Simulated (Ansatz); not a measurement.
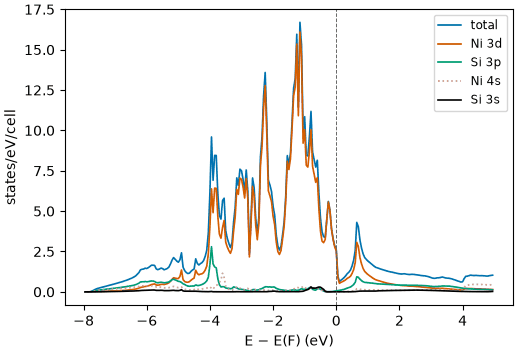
*Total and projected density of states of SiNi$_{3}$ (Cu3Au type, Pm-3m), DFT-PBE in the program Ansatz with PAW potentials*

### Question
Which orbitals carry the states next to the Fermi level?

### Answer
Within 0.5 eV of the Fermi level: Ni 3d 91 %. Projections are on Löwdin-orthogonalised atomic valence shells; empty p or d shells of many metals are not among them.

### Question
Where is the tallest occupied peak in this window, and what makes it?

### Answer
Near -1.1 eV, about 17 states/eV per cell; the largest projected share is Ni 3d.

The PBE relaxation kept the symmetry of its start. The workflow began spin-polarised and lost its moments.

Potentials: the later of the program's two PAW sets.
